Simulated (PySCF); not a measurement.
# Excited-state calculation, with input and output: C₈H₈Si

- system: C₈H₈Si, SMILES C1=Cc2ccccc2[SiH2]1
- method: TDDFT PBE0/def2-SVPD, vertical, gas phase, core orbitals frozen in the response (PySCF 2.14.0)

The geometry comes from this level: GFN2-xTB.

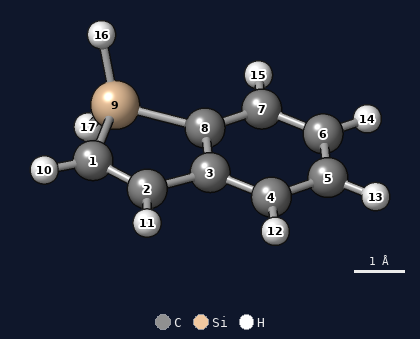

Figure 1. The structure (ball-and-stick view, seen at a tilt; atoms are numbered from 1 in the order of the input). Bond lengths as drawn: C–C 1.34 to 1.46 Å, C–H 1.08 Å, C–Si 1.88 to 1.89 Å and H–Si 1.46 Å.

## Summary

| quantity | value |
| --- | --- |
| outcome | converged |
| total energy | −598.353082 hartree |
| HOMO | −6.58 eV |
| LUMO | −1.38 eV |
| dipole moment | 0.35 D |
| mean polarisability | 115.46 a.u. |
| lowest singlet excitation | 4.36 eV |
| hardware | 1 CPU thread, shared host |
| wall time | 52 s |
| peak memory | 0.99 GiB |

## The input
```
{"job": {"kind": "uv", "xc": "PBE0", "basis": "def2-SVPD", "nstates": 6, "ntriplets": 2}, "charge": 0, "multiplicity": 1}
C     -2.409949    -0.705397     0.181022
C     -1.289385    -1.416367     0.349315
C     -0.030211    -0.706421     0.171551
C      1.227889    -1.272932     0.303597
C      2.353909    -0.488340     0.106931
C      2.224720     0.850820    -0.218219
C      0.964099     1.420415    -0.349784
C     -0.167301     0.654864    -0.158004
Si    -2.003952     1.082695    -0.252800
H     -3.387328    -1.146500     0.291402
H     -1.267548    -2.467695     0.603953
H      1.331307    -2.319263     0.557092
H      3.337107    -0.925368     0.208282
H      3.107434     1.455423    -0.369811
H      0.870781     2.467360    -0.604068
H     -2.429364     2.048128     0.763012
H     -2.439207     1.480609    -1.593381
```

The first line tells a small driver script what to run in PySCF; the rest is the geometry in Å.

Run as:
```bash
OMP_NUM_THREADS=1 python <driver script> task.json out
```

## The program's output
```
coarse grid: 15272 points
cycle   1  E = -598.2219620288  dE =  1.500e+00  |g| = 4.029e-01  |ddm| = 1.464e+01
cycle   2  E = -598.2084423340  dE =  1.352e-02  |g| = 4.632e-01  |ddm| = 3.823e+00
cycle   3  E = -598.2686514742  dE = -6.021e-02  |g| = 7.073e-02  |ddm| = 1.823e+00
cycle   4  E = -598.2693982001  dE = -7.467e-04  |g| = 4.761e-02  |ddm| = 3.541e-01
cycle   5  E = -598.2700415880  dE = -6.434e-04  |g| = 6.814e-03  |ddm| = 1.695e-01
cycle   6  E = -598.2700528514  dE = -1.126e-05  |g| = 2.405e-03  |ddm| = 3.200e-02
cycle   7  E = -598.2700543190  dE = -1.468e-06  |g| = 4.458e-04  |ddm| = 8.019e-03
final grid: 144568 points
cycle   8  E = -598.3530674352  dE = -3.131e-05  |g| = 6.956e-03  |ddm| = 2.773e-01
cycle   9  E = -598.3530614254  dE =  6.010e-06  |g| = 8.338e-03  |ddm| = 7.778e-02
cycle  10  E = -598.3530812883  dE = -1.986e-05  |g| = 1.349e-03  |ddm| = 3.911e-02
cycle  11  E = -598.3530817632  dE = -4.749e-07  |g| = 2.999e-04  |ddm| = 4.863e-03
cycle  12  E = -598.3530817864  dE = -2.320e-08  |g| = 6.572e-05  |ddm| = 1.225e-03
cycle  13  E = -598.3530817872  dE = -8.513e-10  |g| = 3.354e-05  |ddm| = 3.441e-04
cycle  14  E = -598.3530817875  dE = -3.115e-10  |g| = 9.931e-06  |ddm| = 1.463e-04
```

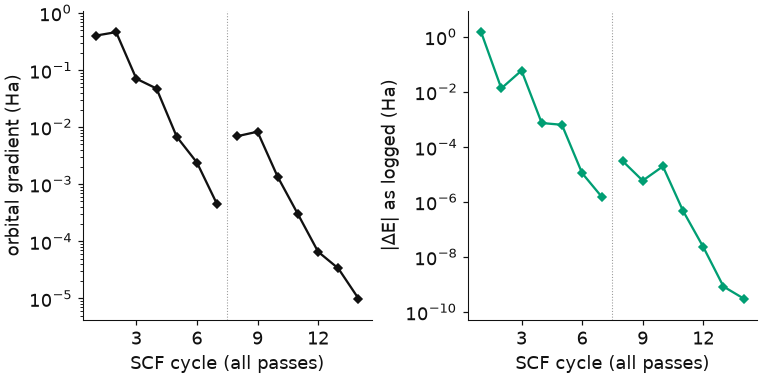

Figure 2. Convergence of the self-consistent field: orbital gradient and size of the energy change against the SCF cycle. The dotted line marks the change from a coarse to the final integration grid. The first 7 cycles use a coarse grid, the final grid takes over at cycle 8, and the field converges after 14 cycles in all.

```
converged SCF energy = -598.3530817875

Static polarisability (au): isotropic 115.463, principal 70.199 119.491 156.700

Singlet excitations
state   eV       nm        f      main configurations
  1   4.3550    284.7   0.08590   H->L 0.91
  2   4.8394    256.2   0.00862   H-1->L 0.61, H->L+1 0.34
  3   5.6606    219.0   0.00043   H-2->L 0.98
  4   5.8036    213.6   0.44875   H->L+1 0.55, H-1->L 0.34
  5   5.9391    208.8   0.00108   H->L+2 0.98
  6   6.3169    196.3   0.00602   H->L+3 0.96

Triplet excitations (Tamm-Dancoff, eV): 2.9788 4.1574
```

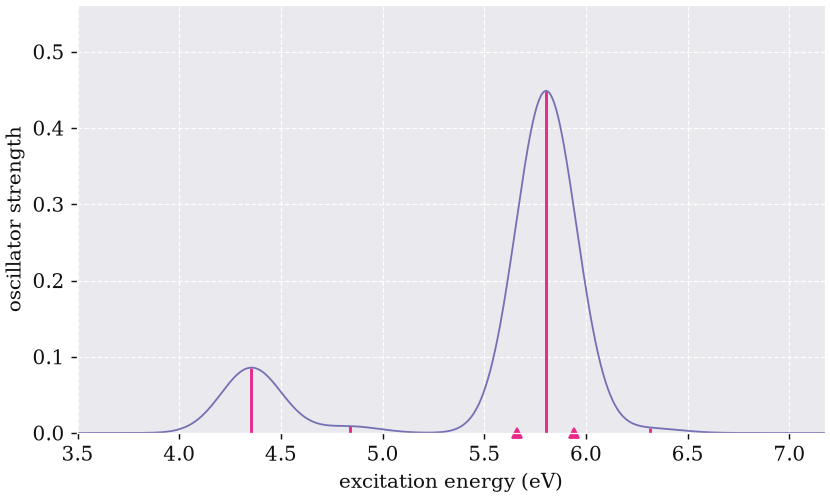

Figure 3. Computed excitations as sticks (degenerate states added up, dark ones marked on the axis), with a Gaussian envelope of 0.35 eV full width at half maximum, scaled to the tallest. Of the 6 states the lowest lies at 4.36 eV (f = 0.086); the strongest line is at 5.80 eV, or 214 nm (f = 0.449).

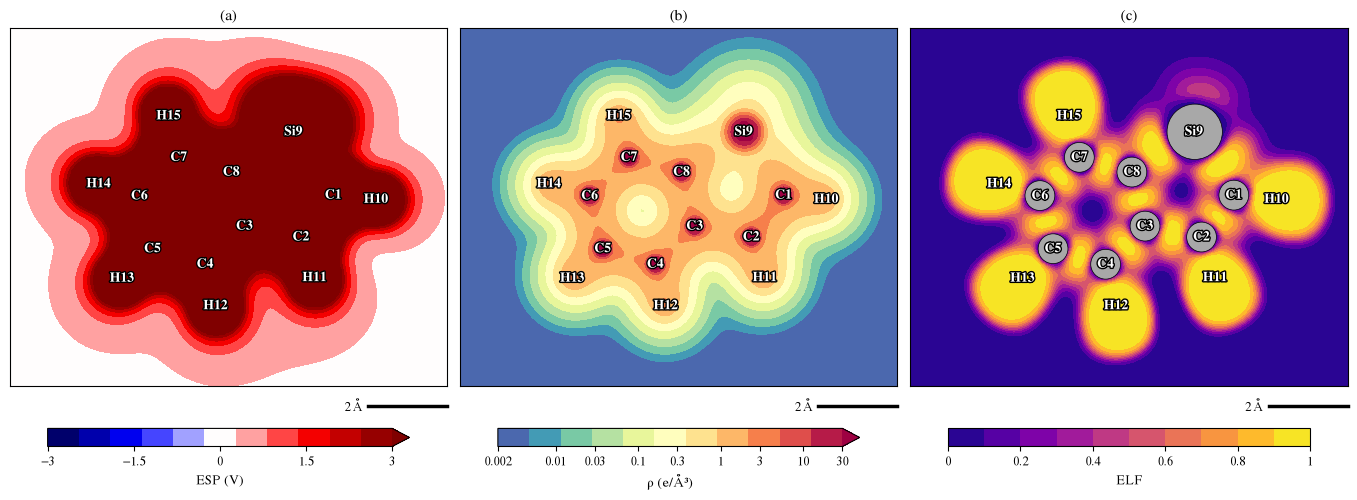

Figure 4. (a) molecular electrostatic potential; (b) total electron density; (c) electron localisation function on the plane of atoms C1, C2 and C3. Grey discs, where drawn, cover atomic cores. Atoms in the plane: C, Si and H. C–Si (1.88 Å): ρ at the midpoint is about 0.93 e/Å³; the ELF peaks at about 0.95 between the atoms, which marks a covalent bond. C–C (1.38 Å): ρ at the midpoint is about 2.1 e/Å³; the ELF peaks at about 0.95 between the atoms, which marks a shared electron pair. The potential has no marked negative region in this plane.

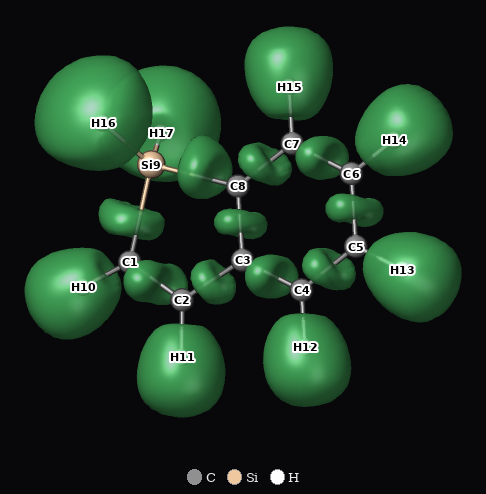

Figure 5. Isosurface of the electron localisation function at 0.8 (green), seen at a tilt. Only the valence region is drawn (cores and ρ < 0.01 e/Å³ removed). The ELF exceeds this value in eight regions between bonded C–C atoms (shared pairs), two regions between bonded C–Si atoms (shared pairs) and eight regions around hydrogen nuclei. Values along the shortest contacts: C–C (1.34 Å): the ELF peaks at about 0.95 between the atoms; a multiple bond by its length, whose ELF region spreads away from the axis. C–Si (1.88 Å): the ELF peaks at about 0.95 between the atoms, which marks a shared electron pair.
